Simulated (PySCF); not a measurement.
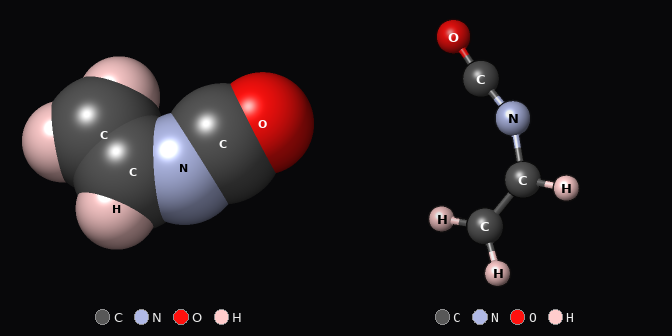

The same structure drawn twice, from different directions.

The computed structure is the end point of a PBE0-D3(BJ)/def2-SVP optimisation. No frequency run is at hand to confirm it as a minimum.

Identify the structure.

The molecule is C₃H₃NO. SMILES: `C=CN=C=O`. It has no ring. Among its groups: alkene. This geometry has Cs symmetry. All atoms lie on one plane. Coordination: 2 C trigonal planar; 1 N bent; 1 C linear.

More results for the same structure follow; atom numbers are the same in all pictures, views and colours differ.

### Bond orders

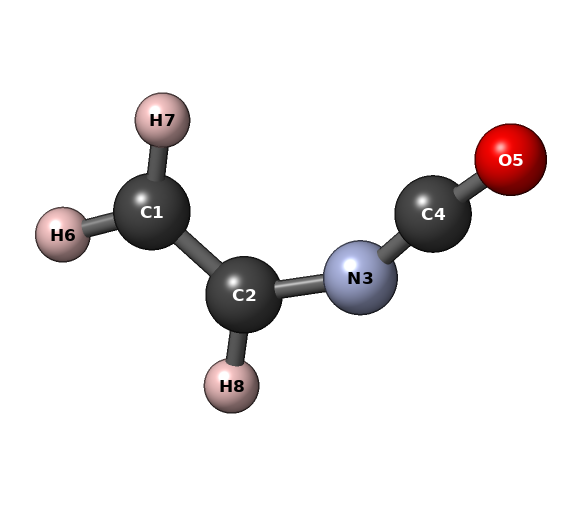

Every bond is drawn as one stick. No frequency run is at hand to confirm it as a minimum. Computed with PBE0/pcSseg-1 in dichloromethane (IEF-PCM) (PySCF 2.14.0).

List the Mayer bond orders of C1–C2, C1–H6, C1–H7, C2–N3, C2–H8, N3–C4, C4–O5.

| bond | Mayer order | length (Å) |
| --- | --- | --- |
| C1–C2 | 1.93 | 1.337 |
| C1–H6 | 0.94 | 1.091 |
| C1–H7 | 0.95 | 1.093 |
| C2–N3 | 0.99 | 1.376 |
| C2–H8 | 0.95 | 1.094 |
| N3–C4 | 1.94 | 1.199 |
| C4–O5 | 2.01 | 1.169 |

### NMR shielding

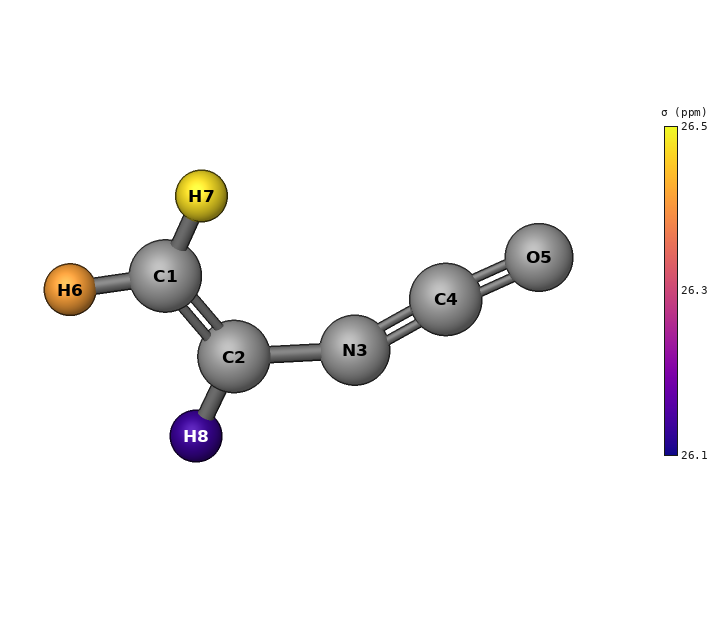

Atoms are coloured by their isotropic NMR shieldings (H only, the others grey). No frequency run is at hand to confirm it as a minimum. Properties computed with GIAO WP04/pcSseg-2 NMR shielding, non-relativistic, gas phase (PySCF 2.14.0).

List the isotropic NMR shieldings of the H atoms.

| atom | σ (ppm) |
| --- | --- |
| H6 | 26.41 |
| H7 | 26.48 |
| H8 | 26.13 |

### Spin–spin coupling

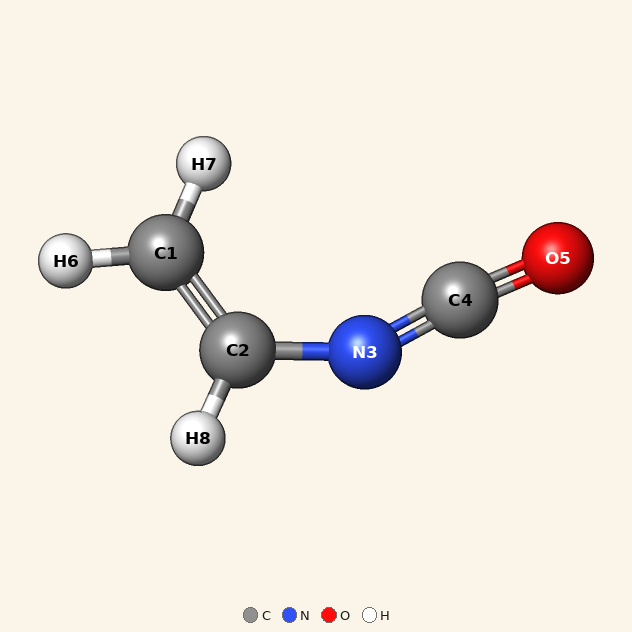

No frequency run is at hand to confirm it as a minimum. Properties computed with B3LYP/pcJ-1 indirect spin-spin coupling, non-relativistic, gas phase (PySCF 2.14.0). Isotopes: 13C, 1H, 15N, 17O.

Give the spin–spin coupling constants of these pairs, with the number of bonds between them: C1/C2, C2/H8, C1/H8, C1/N3, N3/O5, C2/O5, C4/H8.

| pair | bonds apart | J (Hz) |
| --- | --- | --- |
| C1, C2 | 1 | 87.6 |
| C2, H8 | 1 | 191.0 |
| C1, H8 | 2 | 6.2 |
| C1, N3 | 2 | 3.2 |
| N3, O5 | 2 | 3.5 |
| C2, O5 | 3 | 1.8 |
| C4, H8 | 3 | 12.1 |
